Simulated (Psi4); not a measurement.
# BNH3Cl (SMILES NBCl) at CCSD/cc-pCVDZ (sweep point 2)

What is the vertical ionisation energy of BNH3Cl at CCSD/cc-pCVDZ (sweep point 2)? The job is set up through a Python script.

Program for the calculation: Psi4 1.11.

## Step 1: The system as given

BNH3Cl: 6 atoms, total charge 0, spin state singlet. SMILES: `NBCl`. The shape is that of a PBE0-D4/def2-TZVP optimisation.

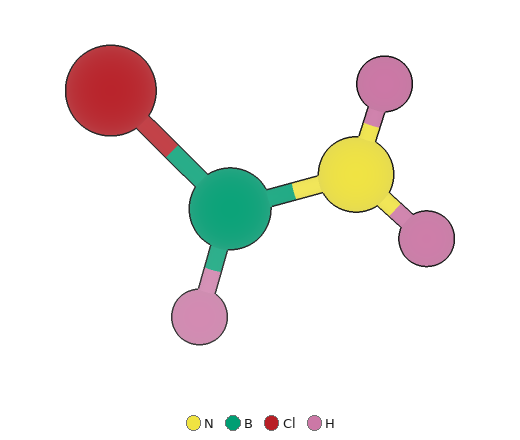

The structure, seen from a chosen angle (nitrogen yellow, boron teal, chlorine red, hydrogen pink).

## Step 2: A single-point energy at CCSD/cc-pCVDZ (sweep point 2)

Input file bclh3n.py:

```python
import psi4

psi4.set_memory(1600000000)
psi4.set_num_threads(1)
psi4.set_output_file('output.dat', False)

molecule = psi4.geometry("""
0 1
N     -0.395600    -0.007800    -0.658000
B      0.369600    -0.158900     0.483700
Cl     0.529900     1.189300     1.616000
H     -0.511800    -0.749300    -1.326600
H     -0.878600     0.844500    -0.888200
H      0.928800    -1.181900     0.727100
symmetry c1
""")

psi4.set_options(dict(basis='cc-pCVDZ', reference='rhf', puream=True, scf_type='pk', num_frozen_docc=1))

e, wfn = psi4.energy("ccsd", return_wfn=True)
print('E =', round(e, 9))
```

Run with:

```sh
$ python bclh3n.py
```

output.dat:

```text
[...]
  Running in c1 symmetry.
[...]
  Nuclear repulsion =   85.398153537645072
[...]
  Multiplicity = 1
[...]
  Nalpha       = 16
  Nbeta        = 16
[...]
    Number of basis functions: 78
[...]
   @RHF iter   1:  -540.41057304150513   -5.49869e-01   5.13373e-03 DIIS/ADIIS
[...]
   @RHF iter  11:  -540.48255853979049   -3.86535e-12   7.76021e-09 DIIS
[...]
    Orbital Energies [Eh]
    ---------------------
    Doubly Occupied:
       1A   -104.810131     2A    -15.574085     3A    -10.537456
       4A     -8.004478     5A     -8.002454     6A     -8.002258
       7A     -7.652505     8A     -1.183338     9A     -1.084306
      10A     -0.725576    11A     -0.699549    12A     -0.589078
      13A     -0.510425    14A     -0.490578    15A     -0.435829
      16A     -0.425697
[...]
  @RHF Final Energy:  -540.48255853979049
   => Energetics <=
    Nuclear Repulsion Energy =             85.3981535376450722
    One-Electron Energy =                -914.3059346475313305
    Two-Electron Energy =                 288.4252225700957979
    Total Energy =                       -540.4825585397904888
[...]
 Multipole Moments:
 ------------------------------------------------------------------------------------
     Multipole            Electronic (a.u.)      Nuclear  (a.u.)        Total (a.u.)
 ------------------------------------------------------------------------------------
 L = 1.  Multiply by 2.5417464519 to convert [e a0] to [Debye]
 Dipole X            :          1.0577893           -1.5168329           -0.4590437
 Dipole Y            :          2.1770143           -2.5325794           -0.3555651
 Dipole Z            :          3.1228277           -4.0964306           -0.9736029
 Magnitude           :                                                    1.1336006
[...]
      * MP2 total energy                      = -541.154083764839697
[...]
      * CCSD total energy                     = -541.188355717750937
```

The script printed:

```text
E = -541.188355718
```

Wall time 13 s (1 thread of Intel Xeon 6975P-C (Granite Rapids), shared host); peak memory 0.42 GiB.

## Step 3: The doublet cation, same level

Input file bclh3n.py:

```python
import psi4

psi4.set_memory(1600000000)
psi4.set_num_threads(1)
psi4.core.set_output_file('output.dat', False)

geom = psi4.geometry("""
1 2
N     -0.395600    -0.007800    -0.658000
B      0.369600    -0.158900     0.483700
Cl     0.529900     1.189300     1.616000
H     -0.511800    -0.749300    -1.326600
H     -0.878600     0.844500    -0.888200
H      0.928800    -1.181900     0.727100
symmetry c1
""")

options = {'basis': 'cc-pCVDZ', 'reference': 'uhf', 'puream': True, 'scf_type': 'pk', 'num_frozen_docc': 1, 'maxiter': 150}
psi4.set_options(options)

E = psi4.energy('ccsd')
print(f'total energy {E:.8f} hartree = {E * 27.211386:.5f} eV')
for k, v in sorted(psi4.core.scalar_variables().items()):
    print(f'{k:45s} {v:18.10f}')
```

Run with:

```sh
$ python bclh3n.py
```

output.dat:

```text
[...]
  Running in c1 symmetry.
[...]
  Nuclear repulsion =   85.398153537645072
[...]
  Multiplicity = 2
[...]
  Nalpha       = 16
  Nbeta        = 15
[...]
    Number of basis functions: 78
[...]
   @UHF iter   1:  -539.99149354986332   -1.30789e-01   5.14826e-03 DIIS/ADIIS
[...]
   @UHF iter  23:  -540.09915928035230   -6.07088e-11   9.28799e-09 DIIS
[...]
   @S^2 Observed:                7.588081870E-01
[...]
    Orbital Energies [Eh]
    ---------------------
    Alpha Occupied:
       1A   -105.220919     2A    -15.794132     3A    -10.944156
       4A     -8.429928     5A     -8.405866     6A     -8.403800
       7A     -7.898058     8A     -1.493834     9A     -1.389814
      10A     -0.980633    11A     -0.930293    12A     -0.899074
      13A     -0.844958    14A     -0.825342    15A     -0.758217
      16A     -0.660149
    Alpha Virtual:
      17A     -0.072132    18A      0.002696    19A      0.007028
      20A      0.054175    21A      0.089109    22A      0.126672
      23A      0.176599    24A      0.243525    25A      0.251649
[...]
  @UHF Final Energy:  -540.09915928035230
   => Energetics <=
    Nuclear Repulsion Energy =             85.3981535376450722
    One-Electron Energy =                -904.4016990849078184
    Two-Electron Energy =                 278.9043862669104783
    Total Energy =                       -540.0991592803522963
  UHF NO Occupations:
  HONO-2 :   14  A 1.9991441
  HONO-1 :   15  A 1.9968028
[...]
 Multipole Moments:
 ------------------------------------------------------------------------------------
     Multipole            Electronic (a.u.)      Nuclear  (a.u.)        Total (a.u.)
 ------------------------------------------------------------------------------------
 L = 1.  Multiply by 2.5417464519 to convert [e a0] to [Debye]
 Dipole X            :          1.3585841           -1.5168329           -0.1582488
 Dipole Y            :          2.5115109           -2.5325794           -0.0210685
 Dipole Z            :          3.8265639           -4.0964306           -0.2698667
 Magnitude           :                                                    0.3135516
[...]
      * MP2 total energy                      = -540.742638901892633
[...]
      * CCSD total energy                     = -540.784047224963160
```

On the terminal:

```text
total energy -540.78404722 hartree = -14715.48345 eV
CC D1 DIAGNOSTIC                                    0.0000000000
CC D2 DIAGNOSTIC                                    0.0000000000
CC NEW D1 DIAGNOSTIC                                0.0000000000
CC T1 DIAGNOSTIC                                    0.0295653822
CCSD CORRELATION ENERGY                            -0.6848879446
CCSD DOUBLES ENERGY                                -0.6848879446
CCSD ITERATIONS                                    27.0000000000
CCSD OPPOSITE-SPIN CORRELATION ENERGY              -0.5355866159
CCSD SAME-SPIN CORRELATION ENERGY                  -0.1493013287
CCSD SINGLES ENERGY                                -0.0000000000
CCSD TOTAL ENERGY                                -540.7840472250
CURRENT CORRELATION ENERGY                         -0.6848879446
CURRENT ENERGY                                   -540.7840472250
CURRENT REFERENCE ENERGY                         -540.0991592804
DD SOLVATION ENERGY                                 0.0000000000
HF KINETIC ENERGY                                 540.0593336949
HF POTENTIAL ENERGY                             -1080.1584929752
HF TOTAL ENERGY                                  -540.0991592804
HF VIRIAL RATIO                                     2.0000737430
MP2 CORRELATION ENERGY                             -0.6434796215
MP2 DOUBLES ENERGY                                 -0.6434796215
MP2 OPPOSITE-SPIN CORRELATION ENERGY               -0.4878799845
MP2 SAME-SPIN CORRELATION ENERGY                   -0.1555996370
MP2 SINGLES ENERGY                                 -0.0000000000
MP2 TOTAL ENERGY                                 -540.7426389019
NUCLEAR REPULSION ENERGY                           85.3981535376
ONE-ELECTRON ENERGY                              -904.4016990849
PCM POLARIZATION ENERGY                             0.0000000000
PE ENERGY                                           0.0000000000
SCF ITERATION ENERGY                             -540.0991592804
SCF ITERATIONS                                     23.0000000000
SCF TOTAL ENERGY                                 -540.0991592804
TWO-ELECTRON ENERGY                               278.9043862669
```

Wall time 54 s (1 thread of Intel Xeon 6975P-C (Granite Rapids), shared host); peak memory 0.53 GiB.

## Step 4: Outcome

Level: CCSD/cc-pCVDZ (sweep point 2), 1 core orbital frozen.

| quantity | value |
| --- | --- |
| singlet BNH3Cl: total energy | -541.18836 Eh |
| singlet BNH3Cl: HOMO energy (Hartree–Fock orbitals) | -11.58 eV |
| singlet BNH3Cl: LUMO energy (Hartree–Fock orbitals) | 4.25 eV |
| singlet BNH3Cl: HOMO–LUMO gap (Hartree–Fock orbitals) | 15.83 eV |
| singlet BNH3Cl: correlation energy (1 core orbital frozen) | -705.8 mEh |
| singlet BNH3Cl: T1 diagnostic | 0.009 |
| doublet cation: total energy | -540.78405 Eh |
| doublet cation: HOMO energy (Hartree–Fock orbitals) (highest over α and β) | -17.87 eV |
| doublet cation: LUMO energy (Hartree–Fock orbitals) (lowest over α and β) | -9.06 eV |
| doublet cation: correlation energy (1 core orbital frozen) | -684.9 mEh |
| doublet cation: ⟨S²⟩ of the reference determinant | 0.759 |
| doublet cation: T1 diagnostic | 0.030 |
| vertical ionisation energy (to the doublet cation) | 11.002 eV |

What this shows: The vertical ionisation energy comes to 11.00 eV (1062 kJ/mol).
